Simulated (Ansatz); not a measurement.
# Decaying states in the gap of YScO2F2

Aim: relax a made-up compound, YScO2F2, and see how good a tunnel barrier it would be. It is built by putting Sc for part of the Y in the YOF structure of space group R-3m, with the volume rescaled by atomic radii. The parent structure comes from the Materials Project.

Main program and level: Ansatz 0.2.0; LDA DFT, plane waves, PAW files, in the first sound run; inputs show where later runs differ.

The structure was built from a prototype and need not be the compound's stable phase.

## 1. Starting point

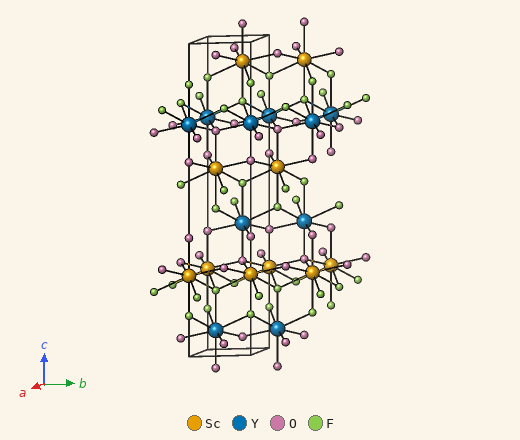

Start, viewed slightly off an axis; scandium orange, yttrium blue, oxygen pink, fluorine green. 1×2×1 cells are drawn. This picture shows the conventional cell, with its axes. Some periodic images of atoms are drawn too.

## 2. Cell and atoms at rest

The substituted atoms don't fit the parent's cell, so cell and atoms relax together. A small smearing keeps the run stable in case the gap closes on the way.

Contents of input.yaml:

```yaml
crystal:
  lattice:
    - [1.8545096961, 1.0707016723, 6.1528294566]
    - [-1.8545096961, 1.0707016723, 6.1528294566]
    - [0.0, -2.1414033445, 6.1528294566]
  atoms:
    - { symbol: Sc, position: [0.74157135, 0.74157135, 0.74157135] }
    - { symbol: "Y", position: [0.25842865, 0.25842865, 0.25842865] }
    - { symbol: O, position: [0.62116735, 0.62116735, 0.62116735] }
    - { symbol: O, position: [0.37883265, 0.37883265, 0.37883265] }
    - { symbol: F, position: [0.13052214, 0.13052214, 0.13052214] }
    - { symbol: F, position: [0.86947786, 0.86947786, 0.86947786] }
kpoints:
  mp_grid: { grid: [8, 8, 8] }
scf:
  occupations: { method: gaussian, width: 0.03 }
hamiltonian:
  xc: lda
output:
  forces: true
  stress: true
relax:
  f_tol: 0.02
  max_steps: 60
  cell: {}
```

Command:

```sh
$ ansatz run input.yaml --threads 2 --pin off --max-ram 4096MiB --backend cpu --events-out ev --progress --plain --runs-dir out
```

Numbers of over 12 decimals in the logs are rounded to 6 here.

What it wrote:

```text
basis.fft_grid_basis auto: the FFT boxes are laid along the combinations [[1, 0, -1], [0, 1, -1], [0, 0, 1]] of the cell's own vectors, 3.709, 3.709 and 6.515 Å long. The dense box has 25×25×45 points. Along the cell's own vectors, as sized, it would have 45×45×45, 3.24 times as many. Of the 6 symmetry operations that the crystal satisfies within crystal.symmetry.tolerance (time reversal apart; of a slab, those that  [...]
Engine: ansatz 0.2.0, aarch64-unknown-linux-gnu
Pseudopotentials: kind: paw
Pseudopotential: Sc, paw, valence charge 11, recommended cutoff 420 eV (normal), Sc.paw.azcp
Pseudopotential: Y, paw, valence charge 11, recommended cutoff 420 eV (normal), Y.paw.azcp
Pseudopotential: O, paw, valence charge 6, recommended cutoff 420 eV (normal), O.paw.azcp
Pseudopotential: F, paw, valence charge 7, recommended cutoff 420 eV (normal), F.paw.azcp
Functional definition: SPW92
  exchange = slater_x
  correlation = pw_c
Crystal: 6 atoms, lattice volume = 73.303 Å³
Basis set: ecut = 420 eV, 1443 PW (Γ), FFT grids on a1−a3, a2−a3, a3
Bands: 30, of which v1, the nominal top of the filled ones, is band 24 counted from 1 (23 counted from 0)
Symmetry: 6 space group operations
Space group: R3m (ITA 160), of the structure as read, at distance tolerance 4.2e-5 Å
k-points: 65 of 512 (time reversal used)
Non-local potential: Sc, projectors of the file, l = 0: 3, l = 1: 2, l = 2: 3, l = 3: 1
Non-local potential: Y, projectors of the file, l = 0: 3, l = 1: 2, l = 2: 2, l = 3: 1
Non-local potential: O, projectors of the file, l = 0: 2, l = 1: 2, l = 2: 1
Non-local potential: F, projectors of the file, l = 0: 2, l = 1: 2, l = 2: 1
PAW form: soft (Blöchl's): semilocal exchange-correlation on the pseudo side does not see the compensation charge
PAW frozen core: Sc, regenerated for the run's functional, and the local potential with it (the file was generated under x = pbe(κ = 0.804, μ = 0.219515), c = pbe(β = 0.066725))
PAW frozen core: Y, regenerated for the run's functional, and the local potential with it (the file was generated under x = pbe(κ = 0.804, μ = 0.219515), c = pbe(β = 0.066725))
PAW frozen core: O, regenerated for the run's functional, and the local potential with it (the file was generated under x = pbe(κ = 0.804, μ = 0.219515), c = pbe(β = 0.066725))
PAW frozen core: F, regenerated for the run's functional, and the local potential with it (the file was generated under x = pbe(κ = 0.804, μ = 0.219515), c = pbe(β = 0.066725))
PAW one-centre angular grid: Sc, 590 points (default); XC on 64 Gauss nodes
PAW one-centre angular grid: Y, 590 points (default); XC on 64 Gauss nodes
PAW one-centre angular grid: O, 110 points (default); XC on 64 Gauss nodes
PAW one-centre angular grid: F, 110 points (default); XC on 64 Gauss nodes
Initial density: superposition of atomic densities (neutral atoms: chi_scale 0, normalization atom), corrected by the library's trained network
Initial wavefunctions: pseudopotential atomic-orbital guess
Functional: x = slater, c = lda
SCF iter   1: F=—  HF=-8545.060108 eV  |F-HF|=—  |Δ(HF+E_count)|=         —  Δρ=2.05e-2  dr2=2.57e-1  ethr=1.77e-3  ⟨swp⟩=5.3  Hψ=8240  notcnv=0
preconditioner: auto → Resta (q_TF=auto, 2.542 Å⁻¹)  ε∞=4.2  [insulator: Δε(μ)=3.880 eV  Ē_g=16.158 eV  σ=0.030 eV  W_gap=1.00  n_scr=22 (ndim 8)  ℏωp=28.8 eV  f_vac=0.056  D(μ)=0.00/eV (n_scr^D=0)  ε∞_Penn≈4.2]
SCF iter   2: F=—  HF=-8545.000390 eV  |F-HF|=—  |Δ(HF+E_count)|=   5.97e-2  Δρ=7.02e-3  dr2=1.84e-2  ethr=5.35e-4  ⟨swp⟩=2.0  Hψ=3569  notcnv=0  defer=71
SCF iter   3: F=—  HF=-8544.996196 eV  |F-HF|=—  |Δ(HF+E_count)|=   4.19e-3  Δρ=2.69e-3  dr2=3.06e-3  ethr=3.83e-5  ⟨swp⟩=2.1  Hψ=3092  notcnv=0  defer=71
SCF iter   4: F=—  HF=-8544.995630 eV  |F-HF|=—  |Δ(HF+E_count)|=   5.66e-4  Δρ=1.30e-3  dr2=9.54e-4  ethr=6.38e-6  ⟨swp⟩=2.1  Hψ=3185  notcnv=0  defer=71
SCF iter   5: F=—  HF=-8544.995425 eV  |F-HF|=—  |Δ(HF+E_count)|=   2.05e-4  Δρ=2.40e-4  dr2=4.63e-5  ethr=1.99e-6  ⟨swp⟩=2.0  Hψ=2663  notcnv=0  defer=71
SCF iter   6: F=—  HF=-8544.995430 eV  |F-HF|=—  |Δ(HF+E_count)|=   5.68e-6  Δρ=1.47e-4  dr2=1.40e-5  ethr=9.64e-8  ⟨swp⟩=2.0  Hψ=2679  notcnv=0  defer=71
SCF iter   7: F=—  HF=-8544.995430 eV  |F-HF|=—  |Δ(HF+E_count)|=   6.59e-7  Δρ=4.85e-5  dr2=1.81e-6  ethr=2.91e-8  ⟨swp⟩=2.0  Hψ=2726  notcnv=0  defer=71
SCF iter   8: F=—  HF=-8544.995430 eV  |F-HF|=—  |Δ(HF+E_count)|=   5.98e-7  Δρ=1.56e-5  dr2=1.47e-7  ethr=3.76e-9  ⟨swp⟩=2.1  Hψ=2690  notcnv=0  defer=71
SCF iter   9: F=-8544.995430 eV  HF=-8544.995430 eV  |F-HF|=1.15e-8  |Δ(HF+E_count)|=   8.09e-9  Δρ=7.36e-6  dr2=2.52e-8  ethr=2.08e-10  ⟨swp⟩=4.0  Hψ=6158  notcnv=0
SCF 1 converged in 9 iterations: F = -8544.995430 eV  dr2 = 2.52e-8
  greatest PAW one-centre occupation: 0.998 electrons in one spin orbital (limit 2), on the Sc atom at site 0 (counted from 0), in its partial waves of l = 0
relax step   1: F+E_penalty+E_count = -8544.99543023 eV  Δ(F+E_penalty+E_count) = +0.000e0 eV  max|allowed force component| = 1.278e0 eV/Å  Δτ_max = 0.0000 Å  P = -9.788 GPa  Ω = 73.303 Å³  (9 SCF iters, dr2 threshold 1.00e-7 eV, accepted)
Crystal: 6 atoms, lattice volume = 68.490 Å³
Basis set: ecut = 420 eV, 1299 PW (Γ), FFT grids on a1−a3, a2−a3, a3
Initial density: handed on by an earlier stage of this run
Initial wavefunctions: those handed on with the density
iter 1 solved again at ethr=4.95e-4 eV; its pass at ethr=3.10e-3 eV (dr2=2.38e-1 eV) is discarded
SCF iter   1: F=—  HF=-8545.406133 eV  |F-HF|=—  |Δ(HF+E_count)|=         —  Δρ=1.71e-2  dr2=2.38e-1  ethr=4.95e-4  ⟨swp⟩=1.0  Hψ=10371  notcnv=0
preconditioner: auto → Resta (q_TF=auto, 2.571 Å⁻¹)  ε∞=4.1  [insulator: Δε(μ)=4.594 eV  Ē_g=16.855 eV  σ=0.030 eV  W_gap=1.00  n_scr=22 (ndim 8)  ℏωp=29.8 eV  f_vac=0.031  D(μ)=0.00/eV (n_scr^D=0)  ε∞_Penn≈4.1]
SCF iter   2: F=—  HF=-8545.345935 eV  |F-HF|=—  |Δ(HF+E_count)|=   6.02e-2  Δρ=7.86e-3  dr2=3.68e-2  ethr=4.95e-4  ⟨swp⟩=2.7  Hψ=3223  notcnv=0  defer=3
SCF iter   3: F=—  HF=-8545.335658 eV  |F-HF|=—  |Δ(HF+E_count)|=   1.03e-2  Δρ=3.29e-3  dr2=1.10e-2  ethr=7.66e-5  ⟨swp⟩=2.4  Hψ=3456  notcnv=0  defer=106
SCF iter   4: F=—  HF=-8545.332095 eV  |F-HF|=—  |Δ(HF+E_count)|=   3.56e-3  Δρ=1.18e-3  dr2=9.01e-4  ethr=2.30e-5  ⟨swp⟩=2.0  Hψ=2901  notcnv=0  defer=106
SCF iter   5: F=—  HF=-8545.331929 eV  |F-HF|=—  |Δ(HF+E_count)|=   1.66e-4  Δρ=6.74e-4  dr2=2.71e-4  ethr=1.88e-6  ⟨swp⟩=2.0  Hψ=2720  notcnv=0  defer=106
SCF iter   6: F=—  HF=-8545.331881 eV  |F-HF|=—  |Δ(HF+E_count)|=   4.74e-5  Δρ=1.93e-4  dr2=1.93e-5  ethr=5.64e-7  ⟨swp⟩=2.0  Hψ=2744  notcnv=0  defer=106
[...]
SCF iter   1: F=—  HF=-8545.337413 eV  |F-HF|=—  |Δ(HF+E_count)|=         —  Δρ=1.75e-3  dr2=1.43e-3  ethr=2.98e-6  ⟨swp⟩=1.7  Hψ=8537  notcnv=0
preconditioner: auto → Resta (q_TF=auto, 2.572 Å⁻¹)  ε∞=4.1  [insulator: Δε(μ)=4.596 eV  Ē_g=17.033 eV  σ=0.030 eV  W_gap=1.00  n_scr=22 (ndim 8)  ℏωp=29.8 eV  f_vac=0.042  D(μ)=0.00/eV (n_scr^D=0)  ε∞_Penn≈4.1]
SCF iter   2: F=—  HF=-8545.336992 eV  |F-HF|=—  |Δ(HF+E_count)|=   4.21e-4  Δρ=8.37e-4  dr2=3.20e-4  ethr=2.98e-6  ⟨swp⟩=2.4  Hψ=2961  notcnv=0
SCF iter   3: F=—  HF=-8545.336891 eV  |F-HF|=—  |Δ(HF+E_count)|=   1.01e-4  Δρ=3.87e-4  dr2=8.06e-5  ethr=6.67e-7  ⟨swp⟩=2.0  Hψ=3055  notcnv=0
SCF iter   4: F=—  HF=-8545.336872 eV  |F-HF|=—  |Δ(HF+E_count)|=   1.85e-5  Δρ=8.80e-5  dr2=6.19e-6  ethr=1.68e-7  ⟨swp⟩=2.0  Hψ=2855  notcnv=0
SCF iter   5: F=—  HF=-8545.336871 eV  |F-HF|=—  |Δ(HF+E_count)|=   8.44e-7  Δρ=3.68e-5  dr2=9.24e-7  ethr=1.29e-8  ⟨swp⟩=2.5  Hψ=2703  notcnv=0
SCF iter   6: F=-8545.336871 eV  HF=-8545.336871 eV  |F-HF|=1.03e-7  |Δ(HF+E_count)|=   8.79e-8  Δρ=1.79e-5  dr2=2.12e-7  ethr=1.25e-9  ⟨swp⟩=4.0  Hψ=6058  notcnv=0
SCF 3 converged in 6 iterations: F = -8545.336871 eV  dr2 = 2.12e-7
relax step   3: F+E_penalty+E_count = -8545.33687127 eV  Δ(F+E_penalty+E_count) = -4.987e-3 eV  max|allowed force component| = 2.593e-1 eV/Å  Δτ_max = 0.0170 Å  P = +0.232 GPa  Ω = 68.441 Å³  energy of the carried Pulay correction = +2.793e-2 eV  (6 SCF iters, dr2 threshold 6.00e-7 eV, accepted)
[... from here on, the SCF cycles and remarks between the steps are left out ...]
relax step   4: F+E_penalty+E_count = -8545.33859478 eV  Δ(F+E_penalty+E_count) = -1.724e-3 eV  max|allowed force component| = 1.155e-1 eV/Å  Δτ_max = 0.0086 Å  P = +0.123 GPa  Ω = 68.530 Å³  energy of the carried Pulay correction = +2.740e-2 eV  (5 SCF iters, dr2 threshold 6.00e-7 eV, accepted)
relax step   5: F+E_penalty+E_count = -8545.33904446 eV  Δ(F+E_penalty+E_count) = -4.497e-4 eV  max|allowed force component| = 3.414e-2 eV/Å  Δτ_max = 0.0078 Å  P = +0.065 GPa  Ω = 68.589 Å³  energy of the carried Pulay correction = +2.705e-2 eV  (5 SCF iters, dr2 threshold 6.00e-7 eV, accepted)
relax step   6: F+E_penalty+E_count = -8545.33899528 eV  Δ(F+E_penalty+E_count) = +4.919e-5 eV  max|allowed force component| = 1.389e-2 eV/Å  Δτ_max = 0.0016 Å  P = +0.014 GPa  Ω = 68.613 Å³  energy of the carried Pulay correction = +2.691e-2 eV  (5 SCF iters, dr2 threshold 9.87e-8 eV, accepted)
relax step   7: F+E_penalty+E_count = -8545.33898218 eV  Δ(F+E_penalty+E_count) = +1.309e-5 eV  max|allowed force component| = 2.836e-3 eV/Å  Δτ_max = 0.0009 Å  P = +0.003 GPa  Ω = 68.618 Å³  energy of the carried Pulay correction = +2.688e-2 eV  (5 SCF iters, dr2 threshold 1.32e-8 eV, accepted)
relax step   8: F+E_penalty+E_count = -8545.32029120 eV  Δ(F+E_penalty+E_count) = +1.869e-2 eV  max|allowed force component| = 3.227e-3 eV/Å  Δτ_max = 0.0000 Å  P = -0.513 GPa  Ω = 68.618 Å³  stress off target by 5.45e-1 GPa  SCF on the basis re-selected at this cell (its energy is not comparable with the rows above)  (8 SCF iters)
relax step   9: F+E_penalty+E_count = -8545.32248863 eV  Δ(F+E_penalty+E_count) = -2.197e-3 eV  max|allowed force component| = 3.656e-2 eV/Å  Δτ_max = 0.0013 Å  P = +0.441 GPa  Ω = 68.258 Å³  energy of the carried Pulay correction = +2.107e-3 eV  (6 SCF iters, dr2 threshold 6.00e-7 eV, accepted)
relax step  10: F+E_penalty+E_count = -8545.32184981 eV  Δ(F+E_penalty+E_count) = +6.388e-4 eV  max|allowed force component| = 2.955e-3 eV/Å  Δτ_max = 0.0015 Å  P = +0.005 GPa  Ω = 68.411 Å³  energy of the carried Pulay correction = +1.217e-3 eV  (5 SCF iters, dr2 threshold 5.08e-7 eV, accepted)
iter 1 solved again at ethr=1.17e-8 eV; its pass at ethr=3.10e-3 eV (dr2=5.62e-6 eV) is discarded
SCF iter   1: F=—  HF=-8545.320595 eV  |F-HF|=—  |Δ(HF+E_count)|=         —  Δρ=4.64e-5  dr2=4.59e-7  ethr=1.17e-8  ⟨swp⟩=3.0  Hψ=13796  notcnv=0
preconditioner: auto → Resta (q_TF=auto, 2.572 Å⁻¹)  ε∞=4.1  [insulator: Δε(μ)=4.595 eV  Ē_g=17.043 eV  σ=0.030 eV  W_gap=1.00  n_scr=22 (ndim 8)  ℏωp=29.8 eV  f_vac=0.043  D(μ)=0.00/eV (n_scr^D=0)  ε∞_Penn≈4.1]
SCF iter   2: F=—  HF=-8545.320595 eV  |F-HF|=—  |Δ(HF+E_count)|=   3.05e-7  Δρ=1.91e-5  dr2=1.00e-7  ethr=9.56e-10  ⟨swp⟩=2.0  Hψ=3185  notcnv=0
SCF iter   3: F=—  HF=-8545.320595 eV  |F-HF|=—  |Δ(HF+E_count)|=   4.22e-9  Δρ=9.95e-6  dr2=2.59e-8  ethr=2.09e-10  ⟨swp⟩=2.0  Hψ=2506  notcnv=0
SCF iter   4: F=—  HF=-8545.320595 eV  |F-HF|=—  |Δ(HF+E_count)|=   2.51e-9  Δρ=3.03e-6  dr2=4.93e-9  ethr=5.39e-11  ⟨swp⟩=2.0  Hψ=2746  notcnv=0
SCF iter   5: F=—  HF=-8545.320595 eV  |F-HF|=—  |Δ(HF+E_count)|=  5.62e-10  Δρ=1.02e-6  dr2=7.25e-10  ethr=1.03e-11  ⟨swp⟩=2.0  Hψ=3120  notcnv=0
SCF iter   6: F=-8545.320595 eV  HF=-8545.320595 eV  |F-HF|=1.64e-11  |Δ(HF+E_count)|=  9.82e-11  Δρ=2.77e-7  dr2=3.76e-11  ethr=1.00e-12  ⟨swp⟩=3.0  Hψ=7502  notcnv=0
SCF 11 converged in 6 iterations: F = -8545.320595 eV  dr2 = 3.76e-11
relax step  11: F+E_penalty+E_count = -8545.32059489 eV  Δ(F+E_penalty+E_count) = +1.255e-3 eV  max|allowed force component| = 2.938e-3 eV/Å  Δτ_max = 0.0000 Å  P = -0.015 GPa  Ω = 68.411 Å³  stress off target by 1.97e-2 GPa  SCF on the basis re-selected at this cell (its energy is not comparable with the rows above)  (6 SCF iters)
basis re-selected at this cell: Δ(F+E_penalty+E_count) = +1.255e-3 eV, ΔP = -0.019 GPa vs the last step (what re-selecting the basis moved, of the pressure what is left beyond the Pulay correction that the steps carried, after the strain that the cell walked since its last selection, with what the two solves' SCF thresholds leave and, on support functions, any second-order correction that the steps lacked; it is no m [...]
SCF converged after 6 iterations
Free energy (F): -8545.320595 eV
Harris-Foulkes:  -8545.320595 eV  (|F-HF|=1.64e-11)
Internal energy: -8545.320595 eV  (E = F + TS)
E sigma→0 (E₀):  -8545.320595 eV
Fermi energy:    10.782787 eV
--- Per-component energies (eV) ---
  E_band       = -242.936140
  E_kinetic    = 1335.685719
  E_local      = -2832.331369  (includes V_loc(G=0)·N_el)
  E_nonlocal   = 386.584731
  E_hartree    = 985.229155
  E_xc         = -582.148218
  E_vxc        = -723.782976  (∫ρ·V_xc dr)
  E_paw        = -4302.689353  (= ΣΔE_a)
  E_vpaw       = -379.559667  (= ΣTr[D̂ρ^β])
  E_aug_tail   = 0.009073  (compensation charges beyond the density's cutoff)
  E_ewald      = -3536.715189
  E_core_change = 1.054855  (= ΣΔE_core)
  E_smearing   = -0.000000  (= −TS)
  E_closure    = 0.000000  (closes the sum)
  Σ components = -8545.320595   (vs F -8545.320595, Δ=0.00e0)
--- Forces (eV/Å), atoms counted from 1 ---
  atom   1  Sc     0.00000000     0.00000000     0.00037093
  atom   2  Y      0.00000000    -0.00000000    -0.00138923
  atom   3  O      0.00000000    -0.00000000    -0.00009132
  atom   4  O      0.00000000     0.00000000     0.00293829
  atom   5  F      0.00000000    -0.00000000    -0.00008611
  atom   6  F      0.00000000    -0.00000000    -0.00174381
  max |Σ_I F_I| component: 1.26e-6 eV/Å
--- Stress (GPa, compression-positive) ---
       -0.012439       0.000000      -0.000000
        0.000000      -0.012439      -0.000000
       -0.000000      -0.000000      -0.019667
  P = ⅓ Tr σ = -0.0148 GPa (-0.148 kbar)
--- Relaxed structure (9 steps of the walk, 9 accepted, 2 SCFs on fresh bases) ---
  F+E_penalty+E_count = -8545.32059489 eV   max|allowed force component| = 2.938e-3 eV/Å   (the final SCF, on the basis selected at the relaxed cell)
  cell:  # Å, volume = 68.4107 Å³
    - [1.816326, 1.048656, 5.986125]
    - [-1.816326, 1.048656, 5.986125]
    - [0, -2.097313, 5.986125]
  atoms:
    - { symbol: Sc, position: [0.739723, 0.739723, 0.739723] }
    - { symbol: Y, position: [0.257362, 0.257362, 0.257362] }
    - { symbol: O, position: [0.625937, 0.625937, 0.625937] }
    - { symbol: O, position: [0.383018, 0.383018, 0.383018] }
    - { symbol: F, position: [0.126963, 0.126963, 0.126963] }
    - { symbol: F, position: [0.866998, 0.866998, 0.866998] }
```

Elapsed: 61 s, on 2 threads of Arm Neoverse V2, shared host; peak memory 0.41 GiB; 2 min of CPU time.

The steps of the relaxation:

| step | energy less that of the first step (eV) | largest force component (eV/Å) | pressure (GPa) | volume (Å³) |
| --- | --- | --- | --- | --- |
| 1 | 0.0000 | 1.2778 | -9.79 | 73.30 |
| 2 | -0.3365 | 0.2512 | 0.15 | 68.49 |
| 3 | -0.3414 | 0.2593 | 0.23 | 68.44 |
| 4 | -0.3432 | 0.1155 | 0.12 | 68.53 |
| 5 | -0.3436 | 0.0341 | 0.06 | 68.59 |
| 6 | -0.3436 | 0.0139 | 0.01 | 68.61 |
| 7 | -0.3436 | 0.0028 | 0.00 | 68.62 |
| 8* | -0.3249 | 0.0032 | -0.51 | 68.62 |
| 9 | -0.3271 | 0.0366 | 0.44 | 68.26 |
| 10 | -0.3264 | 0.0030 | 0.00 | 68.41 |
| 11* | -0.3252 | 0.0029 | -0.01 | 68.41 |

Relaxation steps marked * repeat the geometry before them on a plane-wave basis chosen anew for their cell, so energy and pressure can jump there.

Forces are held to the 6 operations that the run works with; a distortion that breaks them can't arise in this run.

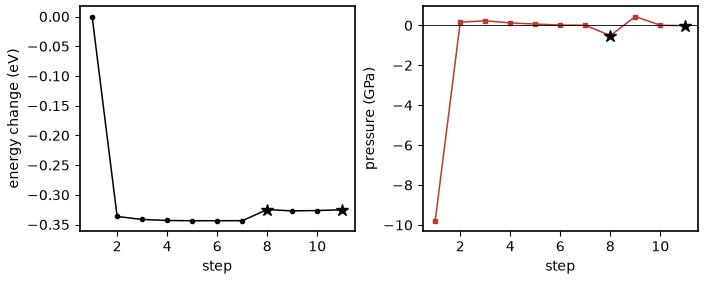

Energy and pressure along the relaxation. Stars mark steps on a basis chosen anew.

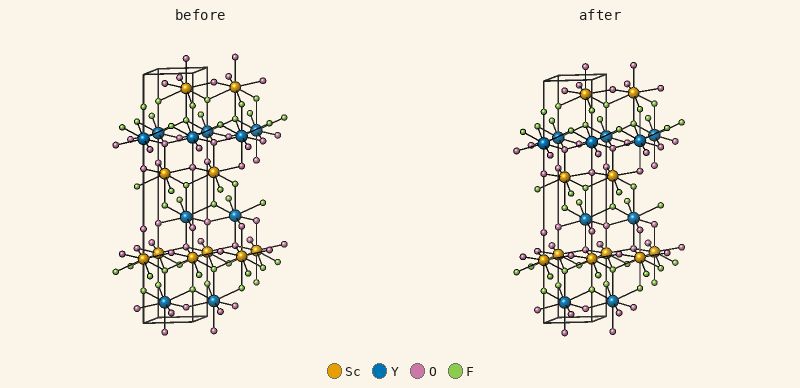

The structure before and after the relaxation, drawn at the same scale.

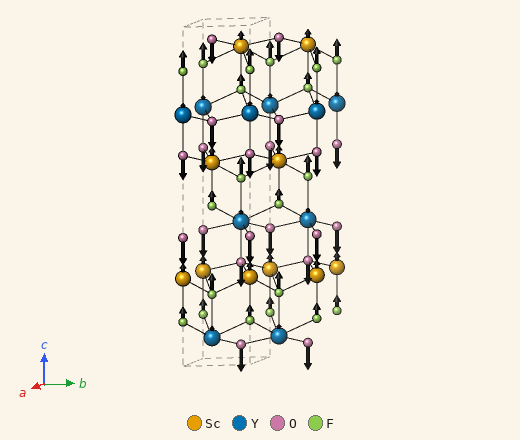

Displacements in the relaxation, exaggerated, measured against the changing cell; the longest in the cell stands for 0.09 Å. 1×2×1 conventional cells are drawn. Some periodic images of atoms are drawn too.

| conventional cell, symmetrised | before | after | change |
| --- | --- | --- | --- |
| a (Å) | 3.709 | 3.633 | -2.1 % |
| b (Å) | 3.709 | 3.633 | -2.1 % |
| c (Å) | 18.458 | 17.958 | -2.7 % |
| volume (Å³/atom) | 12.22 | 11.40 | -6.7 % |

The atoms that moved most (Å, as changes of fractional coordinates times the final cell):

| atom | dx | dy | dz | length |
| --- | --- | --- | --- | --- |
| O3 | 0.000 | 0.000 | 0.086 | 0.086 |
| O4 | 0.000 | 0.000 | 0.075 | 0.075 |
| F5 | 0.000 | 0.000 | -0.064 | 0.064 |
| F6 | 0.000 | 0.000 | -0.045 | 0.045 |
| Sc1 | 0.000 | 0.000 | -0.033 | 0.033 |
| Y2 | 0.000 | 0.000 | -0.019 | 0.019 |

The relaxed structure:

```xyz
6
Lattice="1.8163 1.0487 5.9861 -1.8163 1.0487 5.9861 0.0000 -2.0973 5.9861" Properties=species:S:1:pos:R:3 pbc="T T T"
Sc    0.0000    0.0000   13.2842
Y     0.0000    0.0000    4.6218
O     0.0000    0.0000   11.2408
O     0.0000    0.0000    6.8784
F     0.0000    0.0000    2.2800
F     0.0000    0.0000   15.5699
```

Numbers from this step:

```yaml
free_energy: -8545.3206 eV
fermi_energy: 10.78 eV
pressure: -0.01485 GPa
```

The largest force component on a free atom ends at 0.0029 eV/Å.

(Continued in part 2 of 4.)

[Logs are printed without paths, hosts, clocks, repeated set-up lines and the standing remarks that a program may print on its own settings, such as how far it seeks lower states.]

[Hosts, paths, dates, database ids (printed as entryN), source tags and the programs' standing remarks are cut or masked in the printed files.]
